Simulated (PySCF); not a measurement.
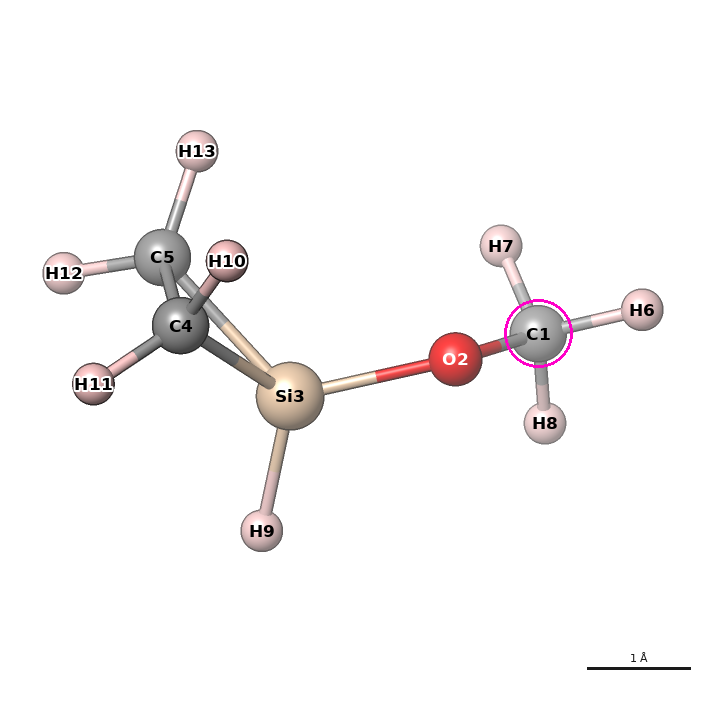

Orthographic view. Distant atoms are faded towards the background colour. The computed structure is the end point of a PBE0-D3(BJ)/def2-SVP optimisation. No frequency run is at hand to confirm it as a minimum.

Name the neighbours of the circled atom.

The circled atom is C1; it is bonded to O2, H6, H7, H8.

What is the shortest path along bonds from the circled atom to H9?

C1–O2–Si3–H9, 3 bonds; through space the two are 3.35 Å apart.

Of C1 and O2, which is nearer the viewer?

O2; the bond to C1 points away from the viewer, so it looks shorter than its 1.40 Å.

Which two atoms are farthest apart in space?

H6 and H11, 5.93 Å.
